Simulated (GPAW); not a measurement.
# C (Fd-3m): refractive index against wavelength

The refractive index of C (Fd-3m) below the direct gap (5.60 eV on the mesh) is read from one computed spectrum, n = √(Re ε).

It takes space group Fd-3m (No. 227, cubic). The conventional cell has a = 3.567 Å, b = 3.567 Å, c = 3.567 Å, α = 90.00°, β = 90.00°, γ = 90.00°. C on site a has 4 C at 1.54 Å as nearest neighbours.

Method: GPAW 26.7.0, PBE, RPA, k-mesh 22×22×22, local fields up to 60 eV, Lorentzian half width 0.2 eV.

Launch of the response step: `OMP_NUM_THREADS=1 python df.py`. The run took 42 s, its band step included, on 1 thread of Arm Neoverse V1 (shared host).

| wavelength (nm) | photon energy E (eV) | n |
| --- | --- | --- |
| 700 | 1.771 | 2.4336 |
| 633 | 1.959 | 2.4403 |
| 532 | 2.331 | 2.4561 |
| 450 | 2.755 | 2.4785 |
| 405 | 3.061 | 2.4979 |
| 365 | 3.397 | 2.5229 |
| 308 | 4.025 | ? |

In the single-oscillator model n² − 1 = E₀E_d/(E₀² − E²), so 1/(n² − 1) = E₀/E_d − E²/(E₀E_d) is linear in E².

Working, on the rows shown:

| x = E² (eV²) | y = 1/(n² − 1) |
| --- | --- |
| 3.13716 | 0.203153 |
| 3.83641 | 0.201814 |
| 5.43137 | 0.198711 |
| 7.59115 | 0.19444 |
| 9.37179 | 0.190858 |
| 11.5384 | 0.186392 |

Means: x̄ = 6.8177, ȳ = 0.19589. Σ(x − x̄)(y − ȳ) = -0.1071, Σ(x − x̄)² = 53.76. Slope = -0.1071 / 53.76 = -0.001992; intercept = ȳ − slope · x̄ = 0.20948. Turned back into n, the line misses the rows shown by at most 0.00055.

Q: What does the fit predict for the withheld row, and how well does it do?

A: At x = 16.204 the line gives y = 0.17719, that is 2.5775. The run gave 2.5829, so the extrapolation is off by 0.0054, 4 % of the range in the table.

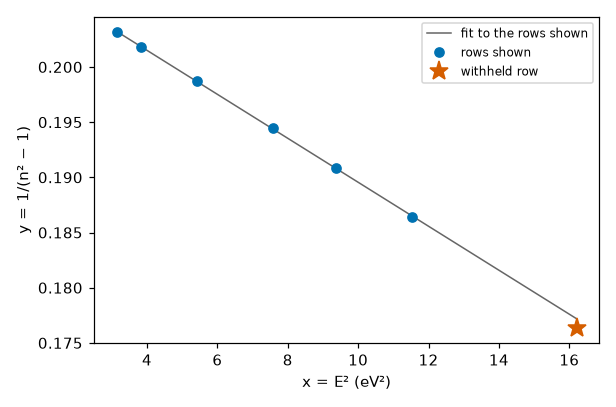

Refitted with all rows, the slope is -0.002046 and the intercept 0.20979. These give E₀ = √(intercept/−slope) = 10.13 eV and E_d = E₀/intercept = 48.3 eV; E₀ is 1.8 times the direct gap. The electronic limit at long wavelengths, without lattice vibrations, is n = √(1 + 1/intercept) = 2.401. Excitons are left out; PBE gaps are as a rule too small. The values come from a sum over the points of one k-mesh and carry its error, which grows as the direct gap shrinks. The local-field cutoff holds few shells of reciprocal vectors for this small cell, so ε∞ can read a few per cent high.
